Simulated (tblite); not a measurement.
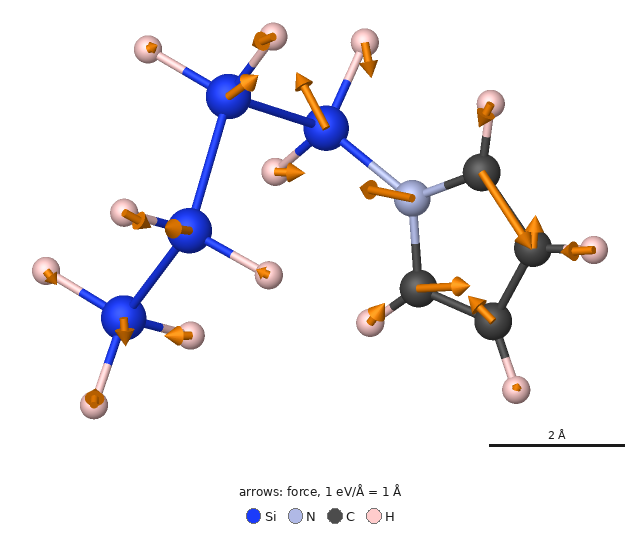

Starting geometry of C4H13NSi4 with the computed forces as orange arrows. A ball-and-stick model, seen at a tilt.

All numbers below come from GFN2-xTB geometry optimisation, gas phase in tblite 0.8.0. 

> What follows when this structure is relaxed?

It isn't relaxed: the largest force vector, on a C atom, is 1.42 eV/Å. The final displacements have little in common with the starting forces (cosine between the two patterns 0.10). The energy falls by 6.85 kcal/mol in 216 geometry steps. The atom that moves furthest after the best rigid fit is an H atom (2.04 Å). Largest moves by element: H 2.04 Å, Si 1.01 Å, C 0.89 Å, N 0.29 Å. Some distances before and after: Si–Si 2.297 → 2.333 Å, H–Si 1.506 → 1.474 Å, H–Si 1.492 → 1.462 Å, C–C 1.385 → 1.362 Å. Bond angles that change, for instance: Si–Si–Si 107.4° → 115.6°, Si–Si–H 109.5° → 117.7°, N–Si–H 110.2° → 103.1°. Groups turn about Si–Si by about 70°, Si–Si by about 35°, N–Si by about 30°. Cost: 2.9 s on 1 thread of Arm Neoverse V1, on a shared host.
